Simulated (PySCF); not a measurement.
Si(F)2(Cl)(OH), HClF₂OSi, SMILES Cl[Si](O)(F)F, singlet at its PBE0/def2-SVP optimised geometry (Å):

```
6

O     -1.1014     0.4898     0.0000
Si    -0.4992    -1.0170     0.0000
F      1.1014    -1.0170     0.0000
F     -0.9786    -1.7168    -1.3498
Cl    -1.1113    -2.1135     1.5956
H     -1.0630     1.0170     0.8028
```

Calculation: PBE0/def2-TZVP in PySCF. Cells within 0.4 Å of a nucleus heavier than hydrogen are left out (blank, or x).

Map of the HOMO amplitude (bohr^(-3/2)) on the plane z = 0.0 Å; orbital energy -9.93 eV, overall sign arbitrary:

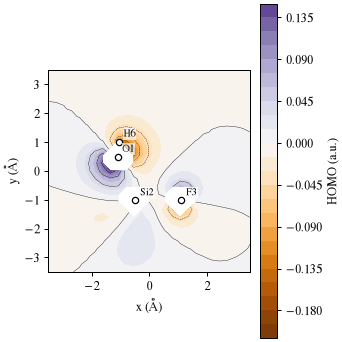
Fig. 1. HOMO amplitude (bohr^(-3/2)) on the plane z = 0.0 Å.
